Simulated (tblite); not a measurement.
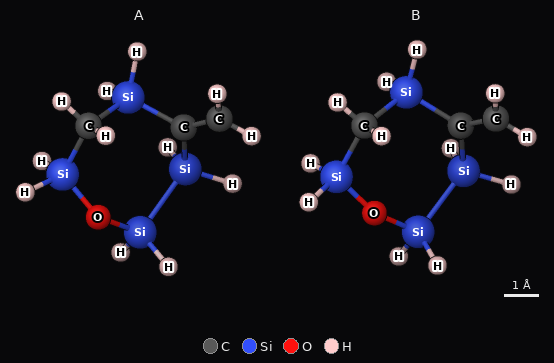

Two geometries of C$_{3}$H$_{12}$OSi$_{4}$, drawn at one scale. One is the start of a relaxation, the other its converged end. Style: ball-and-stick. Shown at a tilt.

Theory: GFN2-xTB geometry optimisation, gas phase in tblite 0.8.0. 

### Which geometry has the lower energy?

Structure B is the relaxed one. The energy falls by 0.385 eV in 67 geometry steps. The atom that moves furthest after the best rigid fit is an H atom (0.36 Å). By element the largest moves are H 0.36 Å, O 0.26 Å, Si 0.16 Å, C 0.10 Å. Among the contacts that change: C–Si 1.841 → 1.897 Å, Si–Si 2.355 → 2.305 Å, C–Si 1.860 → 1.903 Å, O–Si 1.660 → 1.618 Å. Among the angles between lasting bonds that change: Si–O–Si 140.2° → 156.9°, Si–C–Si 108.2° → 117.1°, Si–Si–H 109.6° → 116.7°.
